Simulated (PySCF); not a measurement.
**CH6F3NSi2: density, localisation and related maps**

Input

```
{"job": {"kind": "nmr", "xc": "PBE0", "basis": "pcSseg-1"}, "charge": 0, "multiplicity": 1}
Si    -1.226608    -0.846364     0.896502
N      0.042937    -0.043511    -0.050463
Si     0.362297     1.702251    -0.014746
C      0.856780    -0.842623    -0.855025
F      0.361873    -1.037624    -2.085061
F      2.070125    -0.294089    -1.017910
F      1.028835    -2.062004    -0.321009
H     -1.877806    -1.889399     0.056885
H     -0.682158    -1.468000     2.137400
H     -2.198633     0.219224     1.262381
H      1.556840     2.029957     0.814420
H     -0.848356     2.315623     0.595716
H      0.563764     2.203116    -1.402726
```

Run with:

```sh
OMP_NUM_THREADS=1 python cluster_run.py task.json out
```

Geometry: PBE0-D3(BJ)/def2-SVP.

All numbers below come from PBE0/pcSseg-1, SCF density, gas phase, non-relativistic in PySCF 2.14.0.

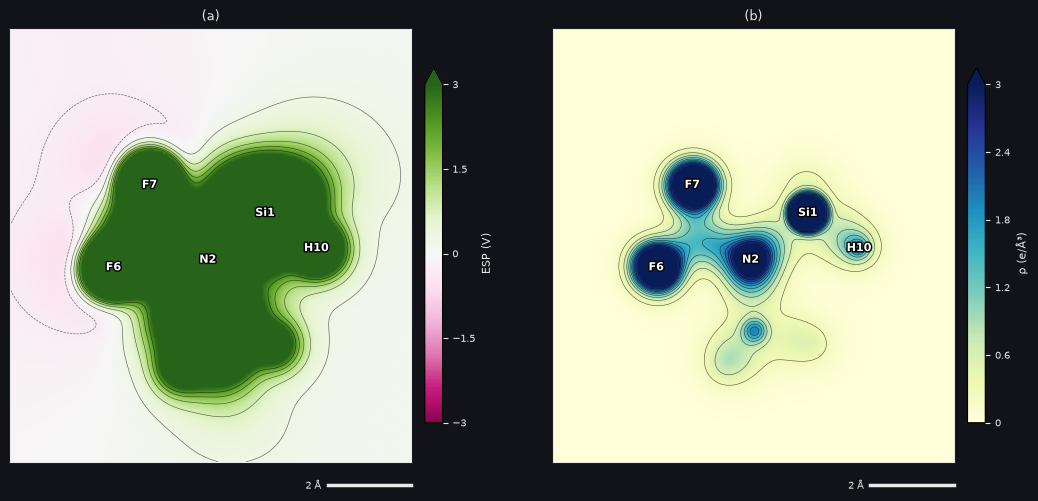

Figure 1. (a) molecular electrostatic potential; (b) electron density on the plane of atoms N2, Si1 and H10.

Question: Interpret the plot.

Answer: The plane passes through Si, N, F and H nuclei. Si–N (1.78 Å): ρ at the midpoint is about 0.97 e/Å³. Si–H (1.49 Å): the density is about 0.8 e/Å³ at the midpoint. Outside the dense part of the molecule the potential is most negative (−0.6 V) near F7.

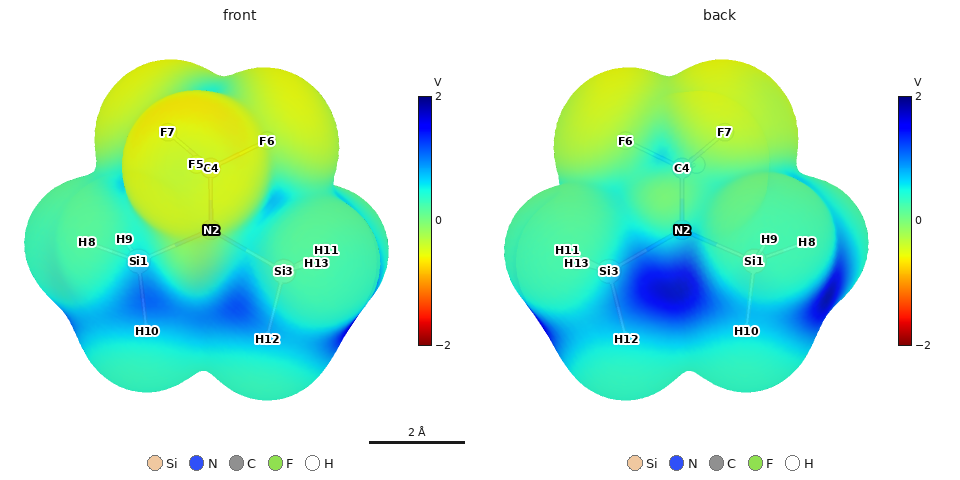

Figure 2. The electrostatic potential painted on the density surface at 0.002 e/bohr³, seen from the front and from behind; the colour scale runs from red (negative) to blue (positive).

Question: Which sites attract a positive test charge, and which a negative one?

Answer: A positive charge is drawn to the negative regions and a negative charge to the positive ones. The most negative region (about −0.6 V) lies over F5, the most positive (about +1.7 V) over Si1 and Si3.
